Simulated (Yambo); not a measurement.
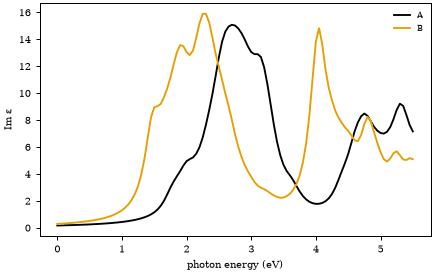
Figure. Two computed absorption spectra of NaCoO₂ (space group R-3m, No. 166) (Yambo, PBEsol bands with the same scissor, field along x)

Axes are Cartesian, with cell vectors (Å) (1.44, 0.83, 5.12), (-1.44, 0.83, 5.12), (0.00, -1.67, 5.12).

**Question.** Which curve includes the electron-hole attraction (BSE), and where are its main peaks?

**Answer.** Curve B: the attraction moves weight to lower energy (centre of the plotted range 3.1 eV against 3.4 eV). Its peaks lie at 2.2 eV, 4.0 eV, 4.8 eV, 5.2 eV. Settings: 8×8×8 mesh, 5 valence and 3 conduction bands, static screening with 32 bands and a 4 Ry block, scissor 0.93 eV, Tamm-Dancoff. The scissor comes from a G0W0 run whose convergence isn't established. Broadening 0.15 eV. The band window holds all transitions up to 5.5 eV. Fine structure above the onset can come from the mesh.

Geometry relaxed with PBEsol; primitive cell a = 5.381 Å, b = 5.381 Å, c = 5.381 Å, α = 31.14°, β = 31.14°, γ = 31.14°.

The structure is a Materials Project entry; no match was found in the copy of COD used, and its stability was not checked.

The runs are not spin-polarised; magnetic order was not tried.
